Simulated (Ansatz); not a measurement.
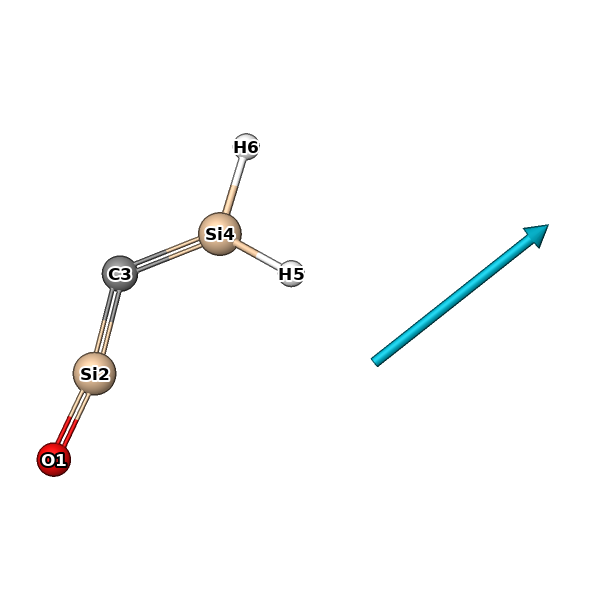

The arrow beside the molecule shows the direction of the dipole moment, from the negative to the positive end (its length means nothing). The computed structure is the end point of a PBE0-D4/def2-TZVP optimisation. No frequency run is at hand to confirm it as a minimum. Properties computed with RKS PBE0-D4/def2-TZVP (Ansatz 0.2.0).

How large is the dipole moment?

4.19 D; it points from the side of O1 to the side of H6 (the outermost atoms at the two ends).
